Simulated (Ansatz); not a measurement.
# A computed series for La: pressure series

Take La (space group P6_3/mmc, No. 194; a = 3.7703 Å, c = 12.0810 Å) as the base.

Cell and atoms are relaxed at each pressure.

Calculations: PBE (Ansatz, a quantum-chemistry and plane-wave program), spin-orbit coupling left out.

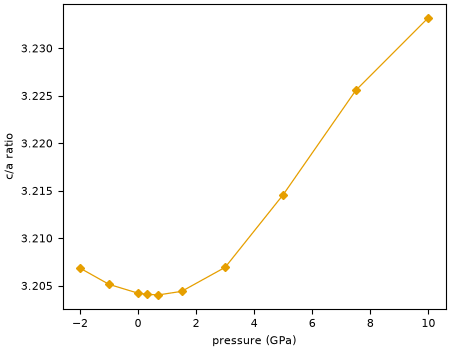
Figure. c/a ratio against pressure

```
pressure (GPa)  c/a ratio
--------------  ---------
-2                  3.207
-1                  3.205
0.3                 3.204
0.7                 3.204
1.5                 3.204
3                   3.207
5                   3.215
7.5                 3.226
10                  3.233
```

Load acts through the strain it causes; cell and atoms are relaxed under it. Stability against distortions was not tested. No other phases were tried under pressure.
